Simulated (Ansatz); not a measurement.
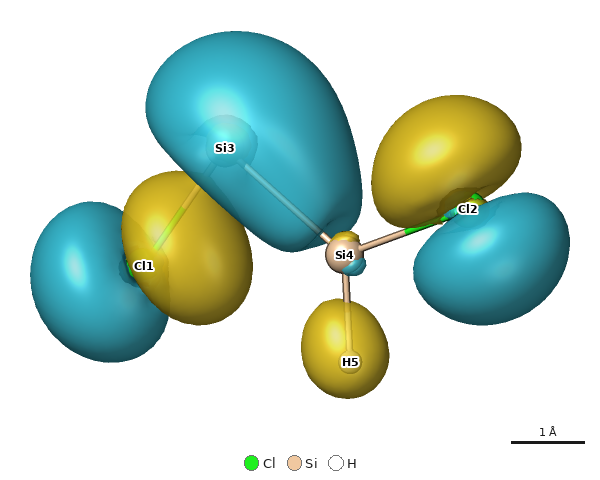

The picture shows: Cl2HSi2 (SMILES Cl/[Si]=[SiH]/Cl) (doublet). The HOMO−1 (β) at ±0.08 Å⁻³ᐟ² (yellow and cyan are the two phases), seen at a tilt.

Geometry: PBE0-D3(BJ)/def2-SVP.

The calculation used isolated molecule in a Gaussian basis; Kohn-Sham density functional theory, functional PBE0 in Ansatz 0.2.0.

```xyz
5

Cl   -1.2167   -1.2412   -0.9984
Cl    3.0481   -0.8730    1.8954
Si   -0.6678   -1.3606    1.0606
Si    1.5407   -0.9650    0.4872
H     2.1544   -0.7378   -0.8584
```

Q: Describe this orbital and give its energy.

A: By Hirshfeld shares it lies mainly on Cl2 (about 30 %), Cl1 (about 30 %), Si3 (about 25 %) and Si4 (about 10 %); it is symmetric in the molecular plane (an in-plane orbital: σ, lone-pair or in-plane π type). Its energy is −9.44 eV.
